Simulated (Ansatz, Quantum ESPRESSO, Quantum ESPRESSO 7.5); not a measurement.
## Zr2CO2 MXene, 1 layer in a field-effect set-up

How rigid are the bands of Zr2CO2 MXene, 1 layer under field-effect doping?

Calculated with Quantum ESPRESSO 7.5; plane-wave DFT, LDA, GBRV ultrasoft pseudopotentials (geometry by Ansatz 0.2.0 with PAW datasets; geometry under PBE).

### Step 1. Set-up

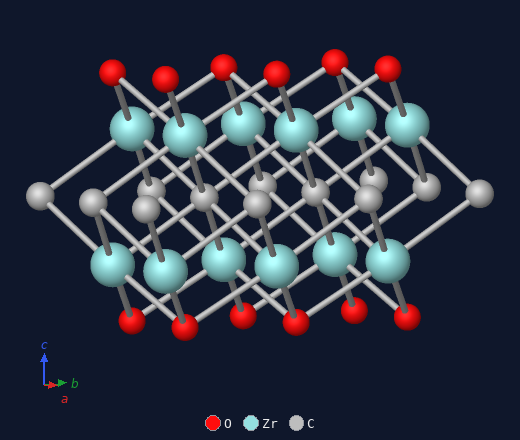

Start, viewed from the side, with the c axis up; oxygen red, zirconium light teal, carbon light grey. 2×3×1 cells are drawn. Some periodic images of atoms are drawn too.

The cell holds 5 atoms: 2 O, 2 Zr and 1 C. Cell: a = 3.289 Å, b = 3.289 Å, c = 26.953 Å, α = 90.0°, β = 90.0°, γ = 120.0°. It derives from Zr2CO2. Vacuum lies along c.

### Step 2. Relaxation with Ansatz

The geometry comes first, from a plane-wave PAW code, so that the later runs on this slab share one structure.

input.yaml

```yaml
crystal:
  lattice:
    - [3.289, 0.0, 0.0]
    - [-1.6445, 2.848357553, 0.0]
    - [0.0, 0.0, 26.9529467956]
  atoms:
    - { symbol: O, position: [0.3333333333, 0.6666666667, 0.4081186404] }
    - { symbol: Zr, position: [0.6666666667, 0.3333333333, 0.45185121] }
    - { symbol: C, position: [0.0, 0.0, 0.5] }
    - { symbol: Zr, position: [0.3333333333, 0.6666666667, 0.54814879] }
    - { symbol: O, position: [0.6666666667, 0.3333333333, 0.5918813596] }
kpoints:
  mp_grid: { grid: [12, 12, 1] }
hamiltonian:
  xc: pbe
scf:
  occupations: { method: fermi_dirac, width: 0.05 }
  convergence: { dr2_threshold: 1.0e-08 }
efield:
  axis: 3
  dipole_correction: true
  ramp_position: 0.97
  ramp_width: 0.04
relax:
  f_tol: 0.01
  cell: { fix: [c, alpha, beta] }
output:
  write_potential: true
  write_density: true
  volumetric_format: npy
```

Command:

```sh
$ ansatz run input.yaml --threads 4 --pin off --max-ram 8192MiB --backend cpu --events-out ev --progress --plain --runs-dir out
```

Numbers of over 12 decimals in the logs are rounded to 6 here.

The program printed:

```text
Warning: relax.cell: scf.convergence.dr2_threshold = 1e-8 eV is looser than the 5e-10 eV advised for a relaxation that steers and ends on the stress (1e-10 eV for each atom of the cell: 5). What an SCF threshold leaves in a stress goes as its square root, and in the free energy as the threshold itself, and one threshold admits the most on a small cell: [figures from the program's tests cut] Set scf.convergence.dr2_threshold to 5e-10 eV or tighter. The threshold is an SCF's pass mark: one that does not reach it within its budget of iterations ends unconverged, or closes short of it on a stop that the run arms, and scf.convergence.dr2_threshold's page says what that costs each kind of run
Engine: ansatz 0.2.0, aarch64-unknown-linux-gnu
Pseudopotentials: kind: paw
Pseudopotential: O, paw, valence charge 6, recommended cutoff 420 eV (normal), O.paw.azcp
Pseudopotential: Zr, paw, valence charge 12, recommended cutoff 420 eV (normal), Zr.paw.azcp
Pseudopotential: C, paw, valence charge 4, recommended cutoff 420 eV (normal), C.paw.azcp
Functional definition: PBE
  parameter kappa = 0.804
  parameter beta = 0.066725
  exchange = pbe_x(kappa = kappa, mu = beta*pi^2/3)
  correlation = pbe_c(beta = beta)
Crystal: 5 atoms, lattice volume = 252.502 Å³
Basis set: ecut = 420 eV, 5035 PW (Γ), exchange–correlation on 48×48×384 points (8 copies of the dense FFT grid, shifted against one another)
Bands: 25, of which v1, the nominal top of the filled ones, is band 20 counted from 1 (19 counted from 0)
Symmetry: 6 space group operations
k-points: 19 of 144 (time reversal used)
Non-local potential: O, projectors of the file, l = 0: 2, l = 1: 2, l = 2: 1
Non-local potential: Zr, projectors of the file, l = 0: 3, l = 1: 2, l = 2: 2, l = 3: 2
Non-local potential: C, projectors of the file, l = 0: 2, l = 1: 2, l = 2: 1
PAW form: soft (Blöchl's): semilocal exchange-correlation on the pseudo side does not see the compensation charge
PAW one-centre angular grid: O, 110 points (default); XC on 64 Gauss nodes
PAW one-centre angular grid: Zr, 590 points (default); XC on 64 Gauss nodes
PAW one-centre angular grid: C, 110 points (default); XC on 64 Gauss nodes
Initial density: superposition of atomic densities (neutral atoms: chi_scale 0, normalization atom), corrected by the library's trained network
Initial wavefunctions: pseudopotential atomic-orbital guess
Functional: x = pbe(κ = 0.804, μ = 0.219515), c = pbe(β = 0.066725)
SCF iter   1: F=—  HF=-9758.673746 eV  |F-HF|=—  |Δ(HF+E_count)|=         —  Δρ=2.59e-3  dr2=2.21e-2  ethr=1.77e-3  p=-0.000 e·Å  D=-2.19e-7 V/Å  ΔV_dip=0.00 eV  dr2_dipole=3.26e-7  V_vac-E_F(+/−)=7.09/7.09 eV  ⟨swp⟩=8.3  Hψ=2461  notcnv=0
efield: sawtooth ramp at fractional position 0.9700 (set: `efield.ramp_position`, or a place that a band, a saddle search or an elastic batch's reference lends), width 0.0400; the density the first Hamiltonian is built on has a dipole p = -0.000 e·Å; the dipole correction subtracts the counter field D = -2.19e-7 V/Å, which shifts the + side's vacuum level by +0.00 eV against the − side's; the planar-averaged density in the ramp window peaks in size at 7.9e-7 e/Å³
preconditioner: auto → none  [insulator: Δε(μ)=0.760 eV  Ē_g=8.987 eV  σ=0.050 eV  W_gap=1.00  n_scr=16 (ndim 8)  ℏωp=11.4 eV  f_vac=0.714  D(μ)=0.00/eV (n_scr^D=0)  ε∞_Penn≈2.6]
SCF iter   2: F=—  HF=-9758.671924 eV  |F-HF|=—  |Δ(HF+E_count)|=   1.82e-3  Δρ=2.54e-3  dr2=2.47e-2  ethr=5.53e-5  p=0.000 e·Å  D=3.42e-4 V/Å  ΔV_dip=-0.01 eV  dr2_dipole=1.41e-5  V_vac-E_F(+/−)=7.27/7.28 eV  ⟨swp⟩=2.8  Hψ=1072  notcnv=0  defer=10
SCF iter   3: F=—  HF=-9758.670505 eV  |F-HF|=—  |Δ(HF+E_count)|=   1.42e-3  Δρ=1.86e-3  dr2=1.57e-2  ethr=5.53e-5  p=-0.001 e·Å  D=-9.04e-4 V/Å  ΔV_dip=0.02 eV  dr2_dipole=1.02e-4  V_vac-E_F(+/−)=7.24/7.21 eV  ⟨swp⟩=2.0  Hψ=778  notcnv=0  defer=10
SCF iter   4: F=—  HF=-9758.668929 eV  |F-HF|=—  |Δ(HF+E_count)|=   1.58e-3  Δρ=6.68e-4  dr2=1.86e-3  ethr=3.94e-5  p=0.002 e·Å  D=1.20e-3 V/Å  ΔV_dip=-0.03 eV  dr2_dipole=1.86e-4  V_vac-E_F(+/−)=7.27/7.30 eV  ⟨swp⟩=2.0  Hψ=576  notcnv=0  defer=10
SCF iter   5: F=—  HF=-9758.669523 eV  |F-HF|=—  |Δ(HF+E_count)|=   5.94e-4  Δρ=7.05e-4  dr2=6.35e-3  ethr=4.64e-6  p=-0.005 e·Å  D=-3.28e-3 V/Å  ΔV_dip=0.09 eV  dr2_dipole=1.36e-3  V_vac-E_F(+/−)=7.35/7.26 eV  ⟨swp⟩=3.0  Hψ=742  notcnv=0  defer=10  recentre
SCF iter   6: F=—  HF=-9758.669006 eV  |F-HF|=—  |Δ(HF+E_count)|=   5.16e-4  Δρ=4.09e-4  dr2=8.15e-4  ethr=4.64e-6  p=0.001 e·Å  D=8.69e-4 V/Å  ΔV_dip=-0.02 eV  dr2_dipole=9.68e-5  V_vac-E_F(+/−)=7.28/7.31 eV  ⟨swp⟩=2.0  Hψ=617  notcnv=0  defer=10
SCF iter   7: F=—  HF=-9758.669251 eV  |F-HF|=—  |Δ(HF+E_count)|=   2.45e-4  Δρ=1.17e-4  dr2=5.71e-5  ethr=2.04e-6  p=0.000 e·Å  D=2.41e-4 V/Å  ΔV_dip=-0.01 eV  dr2_dipole=7.10e-6  V_vac-E_F(+/−)=7.32/7.32 eV  ⟨swp⟩=2.0  Hψ=609  notcnv=0  defer=10
SCF iter   8: F=—  HF=-9758.669407 eV  |F-HF|=—  |Δ(HF+E_count)|=   1.56e-4  Δρ=3.63e-5  dr2=5.10e-6  ethr=1.43e-7  p=0.000 e·Å  D=5.40e-5 V/Å  ΔV_dip=-0.00 eV  dr2_dipole=4.46e-7  V_vac-E_F(+/−)=7.33/7.33 eV  ⟨swp⟩=2.3  Hψ=689  notcnv=0  defer=10
SCF iter   9: F=—  HF=-9758.669417 eV  |F-HF|=—  |Δ(HF+E_count)|=   1.04e-5  Δρ=1.01e-5  dr2=4.33e-7  ethr=1.28e-8  p=0.000 e·Å  D=9.96e-6 V/Å  ΔV_dip=-0.00 eV  dr2_dipole=7.68e-9  V_vac-E_F(+/−)=7.33/7.33 eV  ⟨swp⟩=2.5  Hψ=780  notcnv=0  defer=10
SCF iter  10: F=—  HF=-9758.669418 eV  |F-HF|=—  |Δ(HF+E_count)|=   7.11e-8  Δρ=4.26e-6  dr2=3.37e-8  ethr=1.08e-9  p=-0.000 e·Å  D=-1.02e-6 V/Å  ΔV_dip=0.00 eV  dr2_dipole=8.84e-10  V_vac-E_F(+/−)=7.33/7.33 eV  ⟨swp⟩=2.4  Hψ=757  notcnv=0  defer=10
SCF iter  11: F=-9758.669418 eV  HF=-9758.669418 eV  |F-HF|=1.80e-9  |Δ(HF+E_count)|=   2.41e-8  Δρ=1.99e-6  dr2=7.67e-9  ethr=2.50e-11  p=0.000 e·Å  D=1.72e-6 V/Å  ΔV_dip=-0.00 eV  dr2_dipole=2.56e-11  V_vac-E_F(+/−)=7.33/7.33 eV  ⟨swp⟩=10.4  Hψ=3554  notcnv=0
SCF 1 converged in 11 iterations: F = -9758.669418 eV  dr2 = 7.67e-9
  greatest PAW one-centre occupation: 0.995 electrons in one spin orbital (limit 2), on the Zr atom at site 1 (counted from 0), in its partial waves of l = 0
relax step   1: F+E_penalty+E_count = -9758.66941756 eV  Δ(F+E_penalty+E_count) = +0.000e0 eV  max|allowed force component| = 4.986e0 eV/Å  Δτ_max = 0.0000 Å  P = -0.892 GPa  Ω = 252.502 Å³  fix = [c, alpha, beta]  reactions: c -1.025 GPa  (11 SCF iters, accepted)
Crystal: 5 atoms, lattice volume = 253.878 Å³
[...]
relax step   3: F+E_penalty+E_count = -9759.50874144 eV  Δ(F+E_penalty+E_count) = -3.953e-2 eV  max|allowed force component| = 4.917e-1 eV/Å  Δτ_max = 0.1747 Å  P = -0.644 GPa  Ω = 265.883 Å³  energy of the carried Pulay correction = -9.356e-3 eV  fix = [c, alpha, beta]  reactions: c +1.671 GPa  (12 SCF iters, accepted)
[...]
relax step   4: F+E_penalty+E_count = -9759.64188766 eV  Δ(F+E_penalty+E_count) = -1.331e-1 eV  max|allowed force component| = 2.982e-1 eV/Å  Δτ_max = 0.1200 Å  P = +0.217 GPa  Ω = 253.924 Å³  energy of the carried Pulay correction = -1.018e-3 eV  fix = [c, alpha, beta]  reactions: c +0.144 GPa  (10 SCF iters, accepted)
[...]
relax step   5: F+E_penalty+E_count = -9759.64509592 eV  Δ(F+E_penalty+E_count) = -3.208e-3 eV  max|allowed force component| = 2.117e-2 eV/Å  Δτ_max = 0.0080 Å  P = +0.013 GPa  Ω = 255.211 Å³  energy of the carried Pulay correction = -1.934e-3 eV  fix = [c, alpha, beta]  reactions: c +0.000 GPa  (9 SCF iters, accepted)
[...]
relax step   6: F+E_penalty+E_count = -9759.64513699 eV  Δ(F+E_penalty+E_count) = -4.107e-5 eV  max|allowed force component| = 2.870e-3 eV/Å  Δτ_max = 0.0010 Å  P = +0.002 GPa  Ω = 255.191 Å³  energy of the carried Pulay correction = -1.919e-3 eV  fix = [c, alpha, beta]  reactions: c -0.010 GPa  (7 SCF iters, accepted)
Initial wavefunctions: pseudopotential atomic-orbital guess (no wavefunctions were taken with the density)
iter 1 solved again at ethr=9.30e-8 eV; its pass at ethr=3.10e-3 eV (dr2=3.72e-5 eV) is discarded
SCF iter   1: F=—  HF=-9759.646707 eV  |F-HF|=—  |Δ(HF+E_count)|=         —  Δρ=5.77e-5  dr2=7.21e-7  ethr=9.30e-8  p=0.000 e·Å  D=2.59e-7 V/Å  ΔV_dip=-0.00 eV  dr2_dipole=1.96e-10  V_vac-E_F(+/−)=4.88/4.88 eV  ⟨swp⟩=4.2  Hψ=4108  notcnv=0
efield: sawtooth ramp at fractional position 0.9700 (set: `efield.ramp_position`, or a place that a band, a saddle search or an elastic batch's reference lends), width 0.0400; the density the first Hamiltonian is built on has a dipole p = 0.000 e·Å; the dipole correction subtracts the counter field D = 2.59e-7 V/Å, which shifts the + side's vacuum level by -0.00 eV against the − side's; the planar-averaged density in the ramp window peaks in size at 4.2e-7 e/Å³
SCF iter   2: F=—  HF=-9759.647057 eV  |F-HF|=—  |Δ(HF+E_count)|=   3.49e-4  Δρ=2.92e-5  dr2=4.91e-7  ethr=1.80e-9  p=0.000 e·Å  D=8.60e-6 V/Å  ΔV_dip=-0.00 eV  dr2_dipole=3.18e-9  V_vac-E_F(+/−)=4.88/4.88 eV  ⟨swp⟩=2.6  Hψ=799  notcnv=0
SCF iter   3: F=—  HF=-9759.647163 eV  |F-HF|=—  |Δ(HF+E_count)|=   1.06e-4  Δρ=1.87e-5  dr2=6.53e-7  ethr=1.23e-9  p=-0.000 e·Å  D=-2.25e-5 V/Å  ΔV_dip=0.00 eV  dr2_dipole=4.92e-8  V_vac-E_F(+/−)=4.88/4.88 eV  ⟨swp⟩=2.2  Hψ=707  notcnv=0
SCF iter   4: F=—  HF=-9759.647217 eV  |F-HF|=—  |Δ(HF+E_count)|=   5.44e-5  Δρ=8.33e-6  dr2=8.98e-7  ethr=1.23e-9  p=0.000 e·Å  D=4.88e-5 V/Å  ΔV_dip=-0.00 eV  dr2_dipole=1.72e-7  V_vac-E_F(+/−)=4.88/4.88 eV  ⟨swp⟩=2.9  Hψ=845  notcnv=0
SCF iter   5: F=—  HF=-9759.647228 eV  |F-HF|=—  |Δ(HF+E_count)|=   1.06e-5  Δρ=3.44e-6  dr2=2.87e-8  ethr=1.23e-9  p=0.000 e·Å  D=6.26e-6 V/Å  ΔV_dip=-0.00 eV  dr2_dipole=1.52e-9  V_vac-E_F(+/−)=4.88/4.88 eV  ⟨swp⟩=2.0  Hψ=533  notcnv=0
SCF iter   6: F=-9759.647235 eV  HF=-9759.647233 eV  |F-HF|=2.21e-6  |Δ(HF+E_count)|=   4.65e-6  Δρ=1.54e-6  dr2=1.73e-9  ethr=2.50e-11  p=0.000 e·Å  D=3.13e-6 V/Å  ΔV_dip=-0.00 eV  dr2_dipole=7.85e-11  V_vac-E_F(+/−)=4.88/4.88 eV  ⟨swp⟩=9.7  Hψ=3680  notcnv=0
SCF 7 converged in 6 iterations: F = -9759.647235 eV  dr2 = 1.73e-9
relax step   7: F+E_penalty+E_count = -9759.64723473 eV  Δ(F+E_penalty+E_count) = -2.098e-3 eV  max|allowed force component| = 2.630e-3 eV/Å  Δτ_max = 0.0000 Å  P = +0.019 GPa  Ω = 255.191 Å³  fix = [c, alpha, beta]  reactions: c +0.006 GPa  stress off target by 2.59e-2 GPa on what of the cell is left free  SCF on the basis re-selected at this cell (its energy is not comparable with the rows above)  (6 SCF iters)
basis re-selected at this cell: Δ(F+E_penalty+E_count) = -2.098e-3 eV, ΔP = +0.017 GPa vs the last step (what re-selecting the basis moved, of the pressure what is left beyond the Pulay correction that the steps carried, after the strain that the cell walked since its last selection, with what the two solves' SCF thresholds leave and, on support functions, any second-order correction that the steps lacked; it is no m [...]
WARN: The output density's exchange-correlation potential varies sharply where the density is thin. Do not read a vacuum level from v_tot or v_xc, or from such a field of the output density. On a cell that repeats whose density bears no net charge and no dipole along the vacuum's axis use v_es (v_loc + v_h of the components); under efield.dipole_correction with no amplitude use v_es + v_field, which holds any externa [...]
SCF converged after 6 iterations
Free energy (F): -9759.647235 eV
Harris-Foulkes:  -9759.647233 eV  (|F-HF|=2.21e-6)
Internal energy: -9759.647231 eV  (E = F + TS)
E sigma→0 (E₀):  -9759.647233 eV
Entropy (-TS):   -0.000003 eV (-0.001 meV/atom)
Fermi energy:    -0.379782 eV
Dipole field:    D = -0.000007 V/Å  (p = -0.000010 e·Å, saw-weighted, corrected)
Work function:   Φ+ = 4.8787 eV   Φ− = 4.8785 eV
Levels:          The Fermi level and band energies are counted from a zero that moves with the ramp; work functions are not
--- Per-component energies (eV) ---
  E_band       = -703.235389
  E_kinetic    = 1107.424454
  E_local      = -43466.071094  (includes V_loc(G=0)·N_el)
  E_nonlocal   = 275.481918
  E_hartree    = 21124.311118
  E_xc         = -522.154748
  E_vxc        = -633.784759  (∫ρ·V_xc dr)
  E_paw        = -6320.446220  (= ΣΔE_a)
  E_vpaw       = -234.915058  (= ΣTr[D̂ρ^β])
  E_aug_tail   = 0.004946  (compensation charges beyond the density's cutoff)
  E_efield     = 0.000000  (sawtooth field / dipole correction)
  E_vefield    = 0.000080  (∫n·V_field dr)
  E_ewald      = 18041.802395
  E_smearing   = -0.000003  (= −TS)
  E_closure    = -0.000000  (closes the sum)
  Σ components = -9759.647235   (vs F -9759.647235, Δ=0.00e0)
--- Forces (eV/Å), atoms counted from 1 ---
  atom   1  O      0.00000000    -0.00000000    -0.00260660
  atom   2  Zr     0.00000000    -0.00000000     0.00050643
  atom   3  C      0.00000000    -0.00000000     0.00012825
  atom   4  Zr    -0.00000000     0.00000000    -0.00064905
  atom   5  O      0.00000000     0.00000000     0.00263241
  max |Σ_I F_I| component: 1.14e-5 eV/Å
--- Stress (GPa, compression-positive) ---
        0.025902       0.000000       0.000000
        0.000000       0.025902      -0.000000
        0.000000      -0.000000       0.005971
  P = ⅓ Tr σ = 0.0193 GPa (0.193 kbar)
--- Band table (eV; the first three rows and the last of 19) ---
  k-point 0: bands = [... 16 lower, -4.9741, -2.0163, -0.8367, -0.8367, 0.9971, 0.9971, 1.4278, 2.3998, ... 1 higher]
  k-point 1: bands = [... 16 lower, -4.8676, -1.8931, -1.3749, -1.0940, 0.9953, 1.3175, 1.5230, 2.4363, ... 1 higher]
  k-point 2: bands = [... 16 lower, -4.6410, -2.3593, -1.7325, -1.5243, 0.6859, 1.8442, 1.9553, 2.6784, ... 1 higher]
  k-point 18: bands = [... 16 lower, -4.4771, -3.1035, -3.0679, -3.0679, 1.2914, 2.2034, 2.2034, 3.0125, ... 1 higher]
--- Relaxed structure (6 steps of the walk, 6 accepted, 1 SCFs on fresh bases) ---
  F+E_penalty+E_count = -9759.64723473 eV   max|allowed force component| = 2.630e-3 eV/Å   (the final SCF, on the basis selected at the relaxed cell)
  cell:  # Å, volume = 255.1906 Å³
    - [3.306464, 0, 0]
    - [-1.653232, 2.863482, 0]
    - [0, 0, 26.9529467956]
  atoms:
    - { symbol: O, position: [0.333333, 0.666667, 0.414028] }
    - { symbol: Zr, position: [0.666667, 0.333333, 0.448127] }
    - { symbol: C, position: [0, 0, 0.500000] }
    - { symbol: Zr, position: [0.333333, 0.666667, 0.551873] }
    - { symbol: O, position: [0.666667, 0.333333, 0.585972] }
```

The job ended after 21 s (4 threads of Arm Neoverse V2, shared host; peak memory 0.57 GiB).

The steps of the relaxation:

```csv
step,energy less that of the first step (eV),largest force component (eV/Å),pressure (GPa),volume (Å³)
1,0.0000,4.9864,-0.89,252.50
2,-0.7998,2.0427,-0.64,253.88
3,-0.8393,0.4917,-0.64,265.88
4,-0.9725,0.2982,0.22,253.92
5,-0.9757,0.0212,0.01,255.21
6,-0.9757,0.0029,0.00,255.19
7*,-0.9778,0.0026,0.02,255.19
```

Relaxation steps marked * repeat the geometry before them on a plane-wave basis chosen anew for their cell, so energy and pressure can jump there.

Forces are held to the 6 operations that the run works with; a distortion that breaks them can't arise in this run.

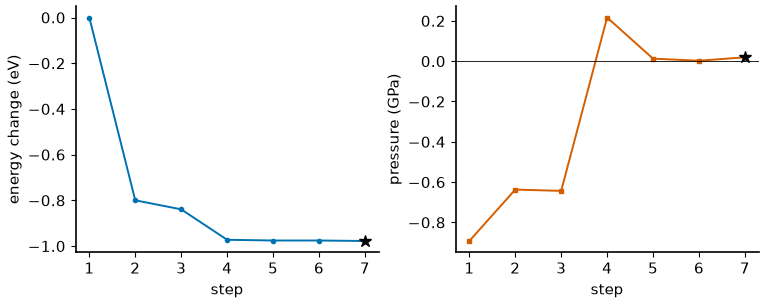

Energy and pressure along the relaxation. Stars mark steps on a basis chosen anew.

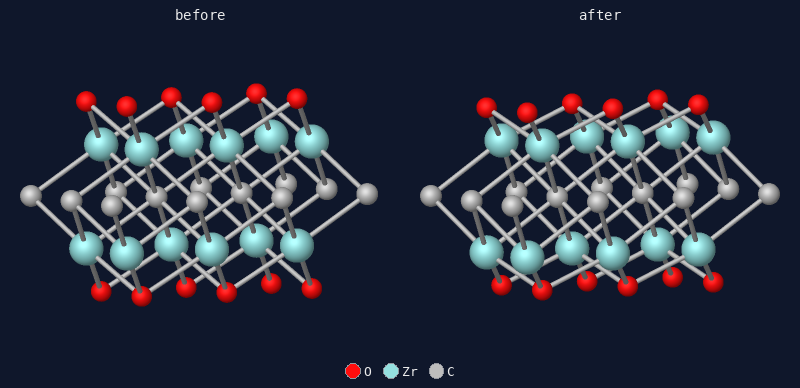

The structure before and after the relaxation, drawn at the same scale.

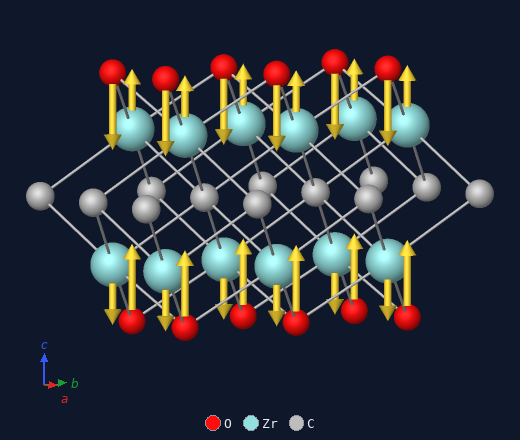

Displacements in the relaxation, exaggerated, measured against the changing cell; the longest in the cell stands for 0.16 Å. 2×3×1 cells are drawn. Some periodic images of atoms are drawn too.

```csv
cell as run,before,after,change
a (Å),3.289,3.306,+0.5 %
b (Å),3.289,3.306,+0.5 %
```

The atoms that moved most (Å, along periodic axes as changes of fractional coordinates times the final cell, across vacuum about the mean position):

```csv
atom,dx,dy,dz,length
O1,0.000,0.000,0.159,0.159
O5,0.000,0.000,-0.159,0.159
Zr4,0.000,0.000,0.100,0.100
Zr2,0.000,0.000,-0.100,0.100
```

Final coordinates:

```cif
data_structure
_symmetry_space_group_name_H-M 'P 1'
_symmetry_Int_Tables_number 1
_cell_length_a 3.3065
_cell_length_b 3.3065
_cell_length_c 26.9529
_cell_angle_alpha 90.000
_cell_angle_beta 90.000
_cell_angle_gamma 120.000
_cell_volume 255.19
loop_
_atom_site_label
_atom_site_type_symbol
_atom_site_fract_x
_atom_site_fract_y
_atom_site_fract_z
_atom_site_occupancy
O1 O 0.33333 0.66667 0.41403 1
Zr2 Zr 0.66667 0.33333 0.44813 1
C3 C 0.00000 0.00000 0.50000 1
Zr4 Zr 0.33333 0.66667 0.55187 1
O5 O 0.66667 0.33333 0.58597 1
```

This step gave:

- free energy: -9759.6472 eV
- Fermi energy: -0.3798 eV
- gap by band count: 0.9645 eV
- symmetry operations: 6
- dipole along the normal: -1.05e-5 e·Å
- vacuum level at the upper face over a Fermi level inside the gap: 4.879 eV
- vacuum level at the lower face over a Fermi level inside the gap: 4.878 eV

[end of part 1 of 8]

[Logs are printed without paths, hosts, clocks, repeated set-up lines and the standing remarks that a program may print on its own settings, such as how far it seeks lower states.]

[Hosts, paths, dates, database ids (printed as entryN), source tags and the programs' standing remarks are cut or masked in the printed files.]

[Maps of the electrostatic potential energy from Ansatz leave out the sawtooth potential of an applied field or a dipole correction, so their vacuum need not be flat; planar profiles and work functions include it.]
